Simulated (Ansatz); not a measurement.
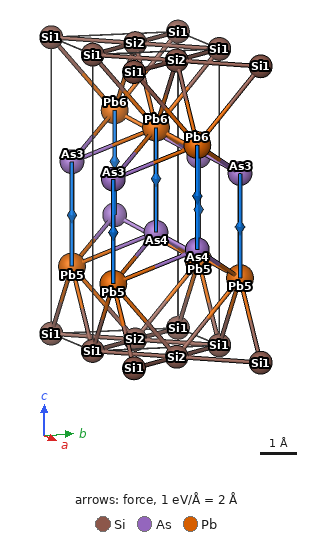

Starting geometry of a crystal of SiAsPb (a generated structure, set up in P4/nmm) with the computed forces as blue arrows. The picture is a ball-and-stick view of the cell of the calculation, repeated 2 × 1 × 1 with one cell outlined, seen slightly off an axis.

These are results of DFT, PAW plane waves, PBE in Ansatz 0.2.0, not measurements. Set-up: plane-wave cutoff 420 eV; k-point mesh 5 × 5 × 2; occupations fermi dirac; smearing width 0.1 eV; no spin polarisation; cell and atoms relaxed; at most 40 steps.

> What follows when this structure is relaxed?

It isn't relaxed: the largest force vector, on As atoms, is 0.89 eV/Å. The final displacements follow the starting forces only in part (cosine between the two patterns 0.51). Over 11 accepted moves (13 points after the start) the energy falls by 2.417 eV per cell of the calculation. Largest force component: 0.89 eV/Å at the start, 0.0056 eV/Å at the end. Pressure: 12.67 GPa at the start and −0.03 GPa at the end. The SCF was repeated twice at an unchanged geometry on a basis and grid sized afresh for the cell, which shifted the energy by 71.5 meV per cell of the calculation at most. The largest moves relative to the cell, 0.72 Å, are those of As3 and As4. As3 goes along −c. By element the largest moves are As 0.72 Å, Pb 0.20 Å. Si stays in place. The drawn cell changes as follows: a = b 3.774 → 3.608 Å (−4.4 %), c 8.475 → 10.782 Å (+27.2 %); the volume changes by +16.3 %. Some distances before and after: As3–Pb6 2.904 → 3.486 Å, As3–As4 3.246 → 2.706 Å, As3–Pb5 2.992 → 3.277 Å, Si1–Pb5 2.875 → 3.136 Å. Bond angles that change, for instance: Si1–Pb5–Si1 82.0° → 70.2°, Si1–Pb5–As3 139.0° → 144.9°. The space group stays P4/nmm (No. 129).

Limits of the set-up: the k-point mesh is coarse for a cell with partly filled bands.
